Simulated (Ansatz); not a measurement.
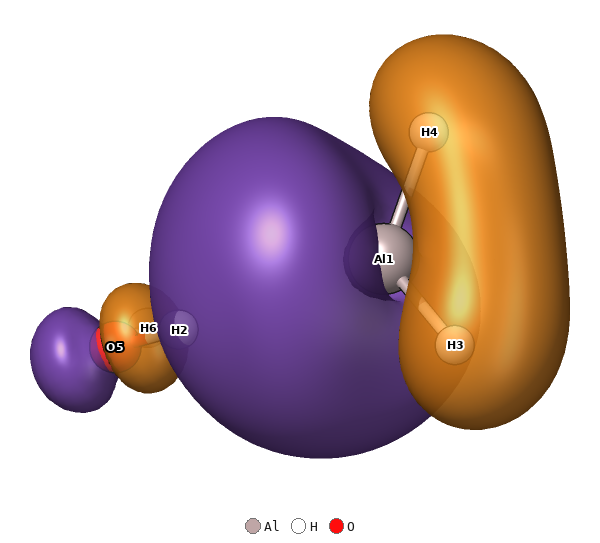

AlH$_{2}$···H$_{2}$O (doublet). The LUMO (β) at ±0.06 Å⁻³ᐟ² (orange and purple are the two phases), seen at a tilt.

Not at a stationary point (largest force 0.7 eV/Å).

Theory: UKS r2SCAN/cc-pVDZ in Ansatz 0.2.0.

```xyz
6

Al   -0.0016   -0.0165   -0.2875
H     0.0988    0.1409    2.4654
H     1.3796   -0.0138   -1.1043
H    -1.3998   -0.0159   -1.0768
O    -0.0390   -0.0377    3.4276
H    -0.5524   -0.8581    3.4027
```

### Describe this orbital and give its energy.

It lies mainly on Al1 (about 70 %), H4 (about 10 %), H3 (about 10 %) and H2 (about 5 %). Its energy is −2.98 eV.
